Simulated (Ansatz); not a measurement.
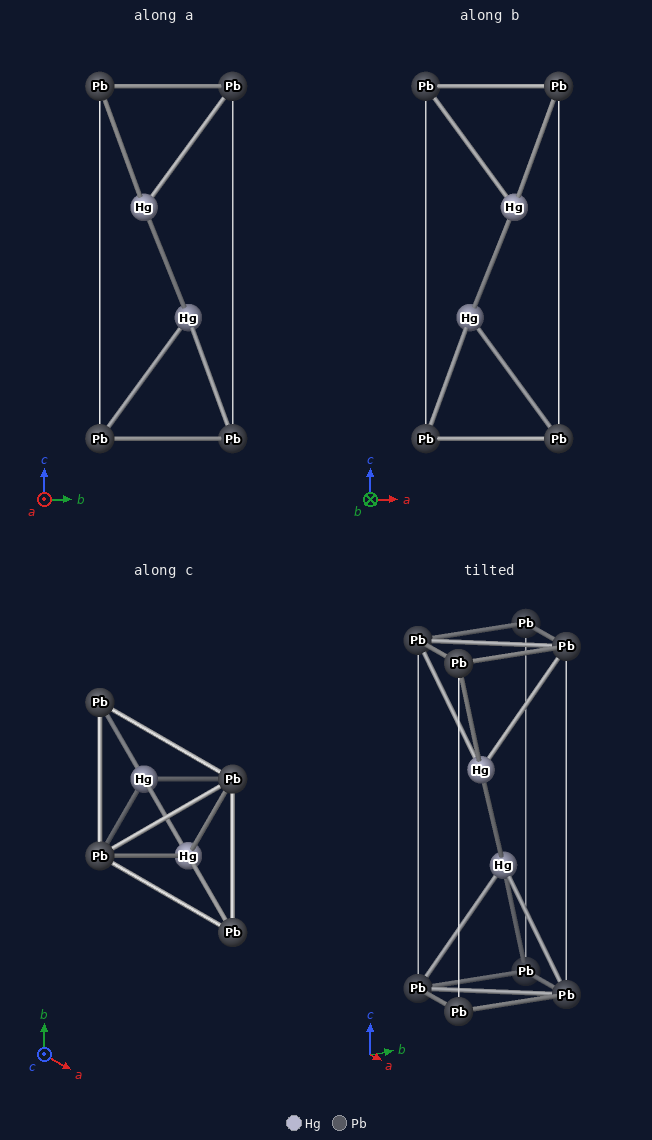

Figure: ball-and-stick view along the a axis, along the b axis, along the c axis and slightly off an axis. The parallelepiped is the conventional unit cell.

Lattice parameters: a = 3.5003 Å, b = 3.5003 Å, c = 8.0433 Å, α = 90.000°, β = 90.000°, γ = 120.000°.

Question: Give the atomic positions as a CIF with its space group and independent sites, with free fractional coordinates to two decimals.

Answer:
```cif
data_structure
_symmetry_space_group_name_H-M 'P -3 m 1'
_symmetry_Int_Tables_number 164
_cell_length_a 3.5003
_cell_length_b 3.5003
_cell_length_c 8.0433
_cell_angle_alpha 90.000
_cell_angle_beta 90.000
_cell_angle_gamma 120.000
_cell_volume 85.34
loop_
_atom_site_label
_atom_site_type_symbol
_atom_site_symmetry_multiplicity
_atom_site_Wyckoff_symbol
_atom_site_fract_x
_atom_site_fract_y
_atom_site_fract_z
_atom_site_occupancy
Hg1 Hg 2 d 0.6667 0.3333 0.66 1
Pb1 Pb 1 a 0.00 0.00 0.00 1
```

Origin of the cell: a structure type filled with these elements by a generator (whether the compound takes this form wasn't checked). Earlier steps of the study, as a rule a relaxation of our own, may have changed the cell and positions, so they can lie some per cent off the listed ones. Ansatz was used for an electronic-structure calculation on it.
